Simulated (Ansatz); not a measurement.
The structure below was relaxed with PBEsol (Ansatz, a program for electronic structure), no spin-orbit coupling, earlier PAW set.

```xyz
2
Lattice="-2.8621 2.8621 1.4374 2.8621 -2.8621 1.4374 2.8621 2.8621 -1.4374" Properties=species:S:1:pos:R:3 pbc="T T T"
Cd     0.0000     2.8621     0.7187
Cd     0.0000     0.0000     0.0000
```

Question: Find the space group and the Wyckoff positions.

Answer: Space group I4₁/amd, origin choice 1 (No. 141); a = b = 5.724 Å, c = 2.875 Å, α = β = γ = 90.00°

| atom | site | symmetry | x | y | z |
|---|---|---|---|---|---|
| Cd | 4a | -4m2 | 0.0000 | 0.0000 | 0.0000 |

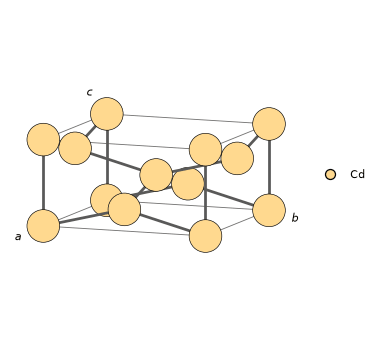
Fig. 1. The conventional cell

No phonon test of stability was made. The cell was made from Sn by this change: Sn → Cd; the result is a hypothetical phase, not in the database extracts checked.
